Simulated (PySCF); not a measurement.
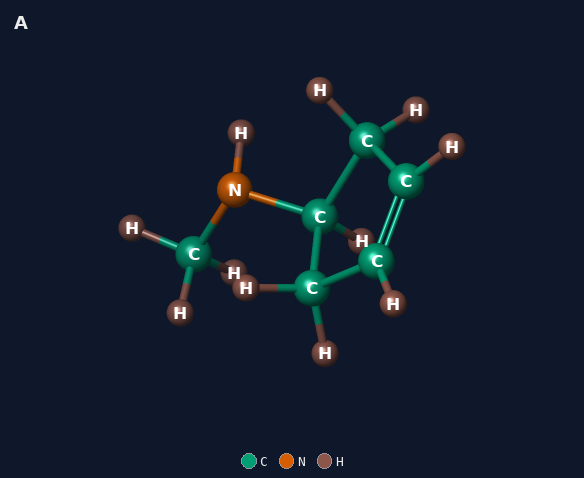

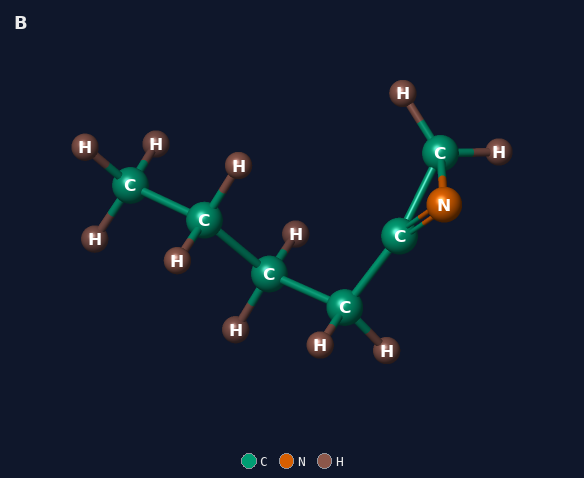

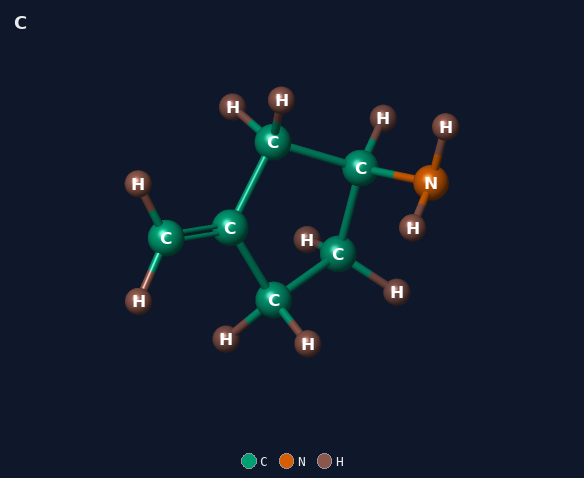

3 stationary structures of one formula. Geometries: GFN2-xTB. Electronic energies: PBE0/def2-SVPD (PySCF 2.14.0), without zero-point energy. No frequency run is at hand to confirm each as a minimum. Each is one conformer, not always the lowest.

**Which structure is the most stable?**

C is lowest; A lies 28.8 kJ/mol above it, B lies 133.4 kJ/mol above it. A is `CNC1CC=CC1`, B is `CCCCC1=NC1`, C is `C=C1CC[C@H](N)C1`.
